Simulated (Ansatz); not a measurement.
The cell below is Ge (Fd-3m, No. 227). Source of the atomic positions: the geometry relaxed with DFT, LDA (PW92), plane waves (420 eV) with PAW, scalar-relativistic in Ansatz.

Space group Fd-3m:1 (No. 227). a = 5.630 Å, b = 5.630 Å, c = 5.630 Å, α = 90.00°, β = 90.00°, γ = 90.00°
| atom | site | symmetry | x | y | z |
| --- | --- | --- | --- | --- | --- |
| Ge | 8a | -43m | 0.0000 | 0.0000 | 0.0000 |

The atoms' radii are touching radii (half the shortest distance): Ge 1.22 Å.

Question: Find the largest hole by geometry, and further ones that a grid search gives (radius above 0.15 Å; smaller ones may be missed, and maxima closer than 0.25 Å are merged).

Answer:
```json
{"hole": "V1", "site": "8b", "x, y, z": "0.000, 0.000, 0.500", "radius (Å)": "1.22", "nearest atoms": "4 Ge (then 6 Ge)", "shape": "tetrahedral"}
{"hole": "V2", "site": "16d", "x, y, z": "0.625, 0.625, 0.625", "radius (Å)": "1.11", "nearest atoms": "6 Ge", "shape": "distorted octahedral"}
```

Nearest atoms are those whose sphere lies within 0.15 Å of the hole's sphere; in brackets, those within 0.5 Å. The largest sphere that fits anywhere has a diameter of 2.44 Å; the largest that can travel through the crystal, about 2.2 Å.

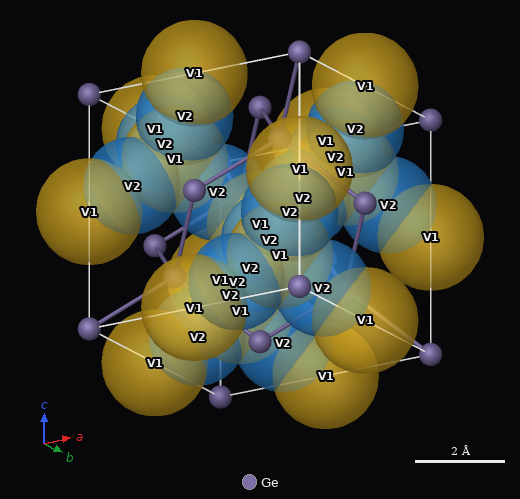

Translucent spheres (V1, V2) fill the 2 holes listed first by a grid search for holes with a radius above 0.15 Å (the largest is sure; smaller ones may be missed, and maxima closer than 0.25 Å are merged) at their true size; atoms are drawn smaller than their model radii. View from a free direction.
